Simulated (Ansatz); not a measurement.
```tsv
atom	x (Å)	y (Å)	z (Å)
Ge	-0.7059	-0.3449	-1.5873
F	0.9967	0.0533	-1.2116
H	-0.6209	-1.0225	-2.9783
H	-1.4675	0.9979	-1.6511
H	-1.2008	-1.3058	-0.4873
H	0.0504	0.3722	1.4226
N	-0.4122	1.2961	1.3902
H	1.4953	-0.8164	0.3466
O	1.3053	-1.2691	1.1985
H	-0.0067	1.7935	0.5880
H	-1.4012	1.1334	1.1662
H	1.9676	-0.8878	1.8035
```

Method: RKS PBE-D4/def2-SVP (Ansatz).

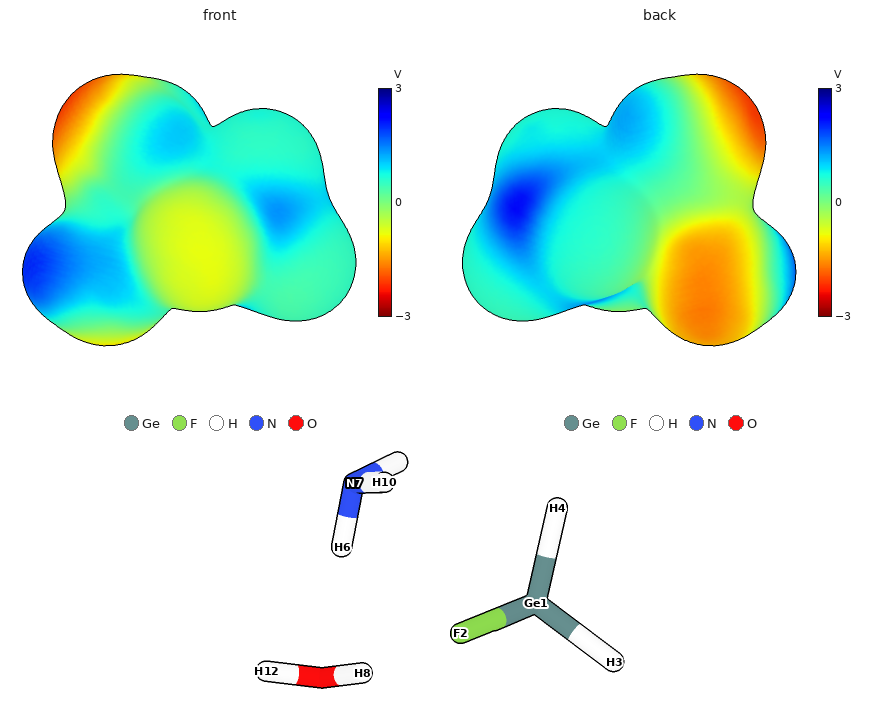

FGeH3···NH3···H2O. The molecular electrostatic potential painted on the density surface at 0.002 e/bohr³, seen from the front and from behind; red is negative and blue positive. The bare structure is drawn below in the same view.

Where is the surface potential most negative and most positive?

The most negative region (about −2.1 V, or −48 kcal/mol for a unit charge) lies over N7, the most positive (about +2.1 V, or +48 kcal/mol for a unit charge) over Ge1. N7 is the likeliest acceptor of a hydrogen bond.
